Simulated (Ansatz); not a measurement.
**AlN, response to strain**

Start from AlN in the zinc blende structure (space group F-43m, No. 216; a = 4.403 Å).

Strains are applied to the cell and any free atomic positions relax.

Method: Kohn–Sham DFT with the PBE functional, run in Ansatz (a quantum-chemistry and plane-wave program) with PAW and 420 eV plane waves, without spin-orbit coupling.

Notes on the quantities. energy relative to the base: free energy F.

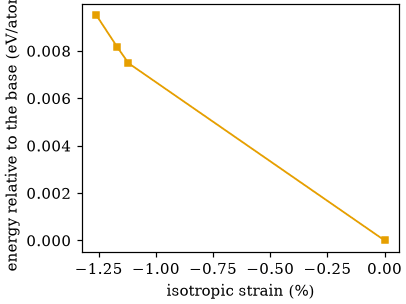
Fig. 1. Energy relative to the base against isotropic strain

```json
[
 {"isotropic strain (%)": "-1.26", "energy relative to the base": "+9.5 meV/atom"},
 {"isotropic strain (%)": "-1.17", "energy relative to the base": "+8.2 meV/atom"},
 {"isotropic strain (%)": "-1.12", "energy relative to the base": "+7.5 meV/atom"}
]
```

Whether these cells are dynamically stable was not tested. This is not the structure that AlN has at room temperature and ambient pressure.
